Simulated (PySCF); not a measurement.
**B2O2 (diboron dioxide) at SVWN5/aug-cc-pVDZ**

What is the vertical electron affinity of B2O2 (diboron dioxide) at SVWN5/aug-cc-pVDZ? The job is set up through a Python script.

Program for the calculation: PySCF 2.14.0.

1 further run of the same task is left out (set aside as unsound or not needed).

## Step 1: The structure to begin with

The species is B2O2 (4 atoms), meant as a singlet with charge 0. As SMILES, `O=BB=O`. Geometry: relaxed at PBE0-D4/def2-TZVP.

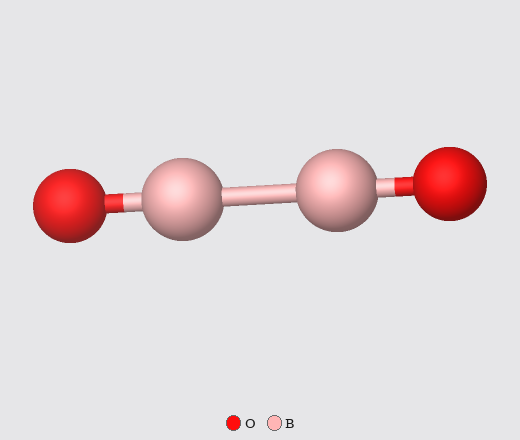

Viewed from a chosen angle; oxygen red, boron pink.

## Step 2: A single-point energy at SVWN5/aug-cc-pVDZ

Contents of run.py:

```python
from pyscf import gto, dft

molecule = gto.M(
    atom=[
    ('O', (-0.743090, 0.459760, 1.817650)),
    ('B', (-0.302300, 0.187070, 0.739120)),
    ('B', (0.302150, -0.186920, -0.739220)),
    ('O', (0.743230, -0.459920, -1.817550)),
],
    max_memory=1860,
    basis='aug-cc-pvdz',
    spin=0,
    verbose=3,
)

mf = dft.RKS(molecule, xc='svwn')
mf.conv_tol = 1e-10
mf.grids.level = 5
mf.kernel()
if not mf.converged:
    mf = mf.newton().run(mf.mo_coeff, mf.mo_occ)

e_tot = mf.e_tot
print('E(%s) = %.9f' % ('SVWN5', e_tot))
```

On the command line:

```
$ OMP_NUM_THREADS=1 python run.py
```

What it wrote:

```text
converged SCF energy = -198.641088830964
E(SVWN5) = -198.641088831
```

It took 7.2 s on 1 thread of Intel Xeon Platinum 8488C (Sapphire Rapids), shared host; peak memory 0.31 GiB.

## Step 3: The doublet anion, same level

Contents of calc.py:

```python
from pyscf import gto, dft

system = gto.Mole()
system.atom = [
    ('O', (-0.743090, 0.459760, 1.817650)),
    ('B', (-0.302300, 0.187070, 0.739120)),
    ('B', (0.302150, -0.186920, -0.739220)),
    ('O', (0.743230, -0.459920, -1.817550)),
]
system.spin = 1
system.charge = -1
system.basis = 'aug-cc-pvdz'
system.verbose = 3
system.max_memory = 1860
system.build()

mf = dft.UKS(system, xc='svwn')
mf.conv_tol = 1e-10
mf.grids.level = 5
mf.kernel()
if not mf.converged:
    mf = mf.newton().run(mf.mo_coeff, mf.mo_occ)

energy = mf.e_tot
print(f'total energy: {energy:.8f} hartree')
```

On the command line:

```
$ OMP_NUM_THREADS=1 python calc.py
```

What it wrote:

```text
WARN: HOMO 0.13475500781666 >= LUMO 0.135375436226709

converged SCF energy = -198.657244927167  <S^2> = 0.75047347  2S+1 = 2.0004734
total energy: -198.65724493 hartree
```

Run time: 9.9 s. Hardware: 1 thread of Intel Xeon Platinum 8488C (Sapphire Rapids), shared host; peak memory 0.32 GiB.

## Step 4: Outcome

At SVWN5/aug-cc-pVDZ:

```
                                         quantity          value
                       singlet B2O2: total energy  -198.64109 Eh
                      singlet B2O2: dipole moment         0.00 D
                        singlet B2O2: HOMO energy       -9.73 eV
                        singlet B2O2: LUMO energy       -3.57 eV
                      singlet B2O2: HOMO–LUMO gap        6.15 eV
                      doublet anion: total energy  -198.65724 Eh
doublet anion: HOMO energy (highest over α and β)        2.20 eV
 doublet anion: LUMO energy (lowest over α and β)        2.28 eV
                              doublet anion: ⟨S²⟩          0.750
vertical electron affinity (to the doublet anion)       0.440 eV
```

In words: At fixed nuclei the extra electron is bound by 0.44 eV (42.4 kJ/mol). The HOMO (doublet anion) lies at positive energy, 2.20 eV, as semi-local functionals often give for anions; only total energies tell whether the electron is bound.
